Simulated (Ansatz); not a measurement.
# What C on a O site, symmetric start does to ZrO2

Consider a 12-atom supercell of ZrO2 in the fluorite structure (space group Fm-3m, No. 225; a = 5.064 Å) at its relaxed geometry.

One thing is altered: one O atom is replaced by C, atoms relaxed at fixed cell.

Computed with Ansatz (an electronic-structure program) PBEsol, spin-orbit coupling left out. k-mesh 5×5×5 (Γ-centred); smearing 0.01 eV (Fermi–Dirac).

| quantity | base | changed | shift |
|---|---|---|---|
| pressure | 0.0 GPa | 6.7 GPa | +6.7 GPa |
| energy gained by relaxation | – | 0.11 eV | – |
| largest displacement of a host atom from its site in the perfect cell | – | 0.04 Å | – |
| mean distance from the defect site to its nearest host atoms | 2.19 Å | 2.23 Å | +0.04 Å |

Final structure:

```
CELL_PARAMETERS angstrom
     -5.06408     0.00000     0.00000
      0.00000     0.00000     5.06408
      0.00000     5.06408     0.00000
ATOMIC_POSITIONS crystal
  Zr 0.00421 0.99579 0.99579
  Zr 0.49579 0.99579 0.50421
  Zr 0.49579 0.50421 0.99579
  Zr 0.00421 0.50421 0.50421
  C  0.75000 0.25000 0.25000
  O  0.25000 0.25000 0.75000
  O  0.25000 0.75000 0.25000
  O  0.75000 0.75000 0.75000
  O  0.25000 0.75000 0.75000
  O  0.75000 0.75000 0.25000
  O  0.75000 0.25000 0.75000
  O  0.25000 0.25000 0.25000
```

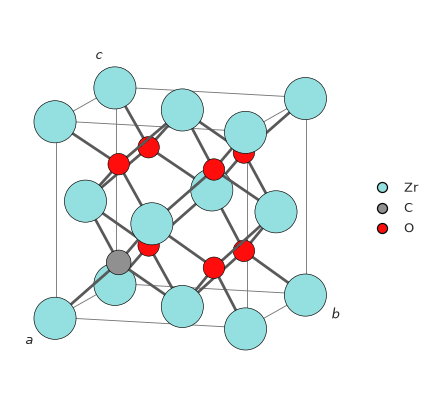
Figure. The relaxed cell after the change

The magnetic state is the one reached from the starting moments; the real material's order can differ, and small cells can't hold many antiferromagnetic ones. The cell is small, so the values are those of an ordered compound at a high defect concentration; dilute-limit values will differ. The mesh was chosen for an insulator and is coarse for the gapless case. The defect started on the symmetric site and kept its symmetry, so it may sit on a saddle. The defect cell is spin-polarised and ends with 0.8 μB, a fractional moment that hangs on the mesh and smearing. This is not the structure that ZrO2 has at room temperature and ambient pressure.
